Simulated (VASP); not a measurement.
Band structure of TiPN$_{3}$ (space group Amm2). Calculation: LDA (Ceperley-Alder, Perdew-Zunger), VASP's LDA PAW potentials (set 64) (plane waves; VASP).

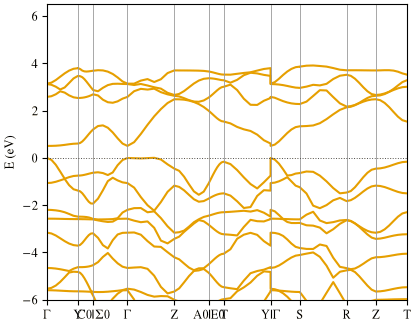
Figure: Bands along high-symmetry lines, zero at the valence-band maximum or, without a gap, the Fermi level

Read the plot: is there a gap, and where are the band edges?

The gap is indirect, 0.50 eV, from the valence maximum at Γ-Z at 0.57 to the conduction minimum at Γ. (Edges off the drawn lines would not show.)

The structure comes from a computed database's TiPN3 entry (Amm2); how it stands against other phases isn't given here. It was relaxed first.
